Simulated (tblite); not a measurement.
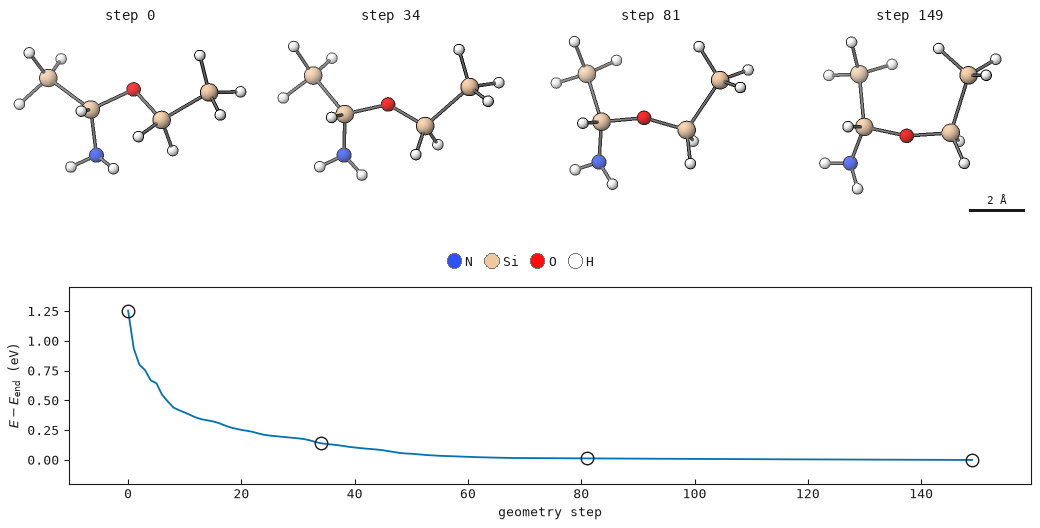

Frames of a relaxation of Si4NH11O, marked on the history of the run. The picture is a ball-and-stick view, seen at a tilt.

Level of theory: tblite, GFN2-xTB geometry optimisation, gas phase. 

Describe the path.

The largest move after the best rigid fit is that of an H atom, 2.02 Å. Largest moves by element: H 2.02 Å, O 1.96 Å, Si 1.18 Å, N 1.01 Å. Some distances before and after: Si–Si 2.733 → 3.174 Å, O–Si 1.737 → 1.621 Å, Si–Si 2.190 → 2.295 Å, Si–Si 2.216 → 2.301 Å. Among the angles between lasting bonds that change: Si–O–Si 104.0° → 155.3°, Si–N–H 106.7° → 118.7°, Si–N–H 108.9° → 119.6°. Groups turn about O–Si by about 155°, O–Si by about 135°, Si–Si by about 50°. After 149 geometry steps the energy has fallen by 1.255 eV. From step 0 to 34: an H atom moves most (0.92 Å), energy −1.114 eV. From step 34 to 81: an H atom moves most (1.01 Å), energy −0.127 eV. From step 81 to 149: an H atom moves most (0.80 Å), energy −0.013 eV.

```csv
step,"E − E(0), eV"
0,0.0000
1,-0.3190
2,-0.4547
3,-0.5006
4,-0.5862
5,-0.6103
6,-0.7074
7,-0.7624
8,-0.8144
9,-0.8368
10,-0.8564
17,-0.9635
25,-1.0498
32,-1.0891
39,-1.1445
47,-1.1881
54,-1.2176
61,-1.2306
69,-1.2386
76,-1.2408
83,-1.2422
90,-1.2439
98,-1.2460
105,-1.2474
112,-1.2486
120,-1.2505
127,-1.2519
134,-1.2527
142,-1.2540
149,-1.2547
```
